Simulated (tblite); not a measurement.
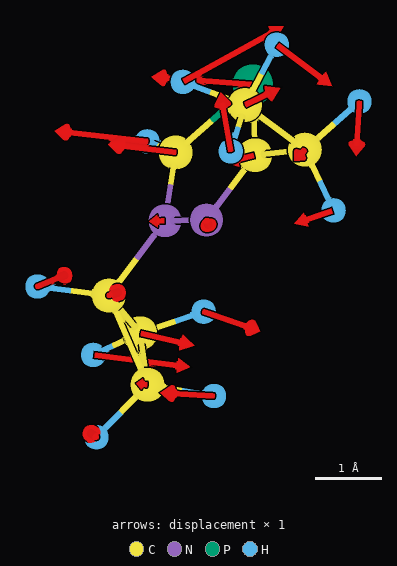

This is a relaxation of C7H11N2P. The starting structure is drawn; red arrows show the displacements, at their true length. The two geometries are superimposed by the best rigid fit.

The picture is a ball-and-stick view, seen from a free direction.

Theory: GFN2-xTB geometry optimisation, gas phase in tblite 0.8.0. 

What happened in the run?

The largest moves after the best rigid fit, 1.84 Å, are those of P and H atoms. Largest moves by element: P 1.84 Å, H 1.83 Å, C 1.33 Å, N 0.40 Å. Among the contacts that change: C–P 1.912 → 1.722 Å, C–P 1.623 → 1.771 Å, C–N 1.488 → 1.423 Å, C–H 1.144 → 1.089 Å. Bond angles that change, for instance: N–C–P 99.2° → 112.4°, C–N–N 122.8° → 111.1°, C–P–C 94.4° → 85.9°. Groups turn about C–N by about 85°, C–C by about 80°, C–C by about 50°. The energy falls by 2.079 eV in 176 geometry steps. Cost: 1.2 s on 1 thread of Arm Neoverse V2 (shared host).
